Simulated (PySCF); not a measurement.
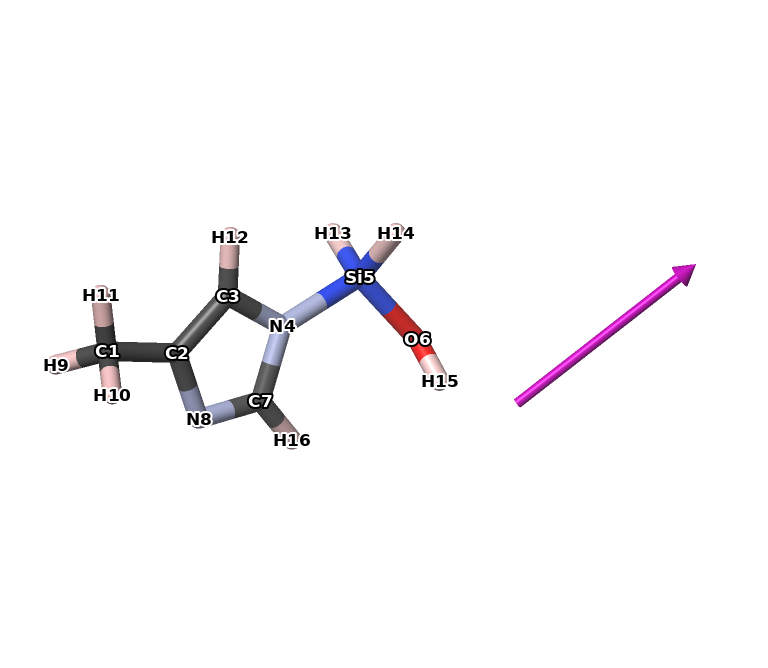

The arrow beside the molecule shows the direction of the dipole moment, from the negative to the positive end (its length means nothing). Computed geometry: GFN2-xTB optimisation. No frequency run is at hand to confirm it as a minimum. Method: PBE0/pcSseg-1, gas phase (PySCF 2.14.0).

Q: How large is the dipole moment?

A: 2.78 D; it points from the side of H9 to the side of H14 (the outermost atoms at the two ends).

The geometry is semi-empirical. Around Si such bond lengths and angles can be off by a tenth of an ångström or more and by several degrees, and values that hang on the shape move with them.
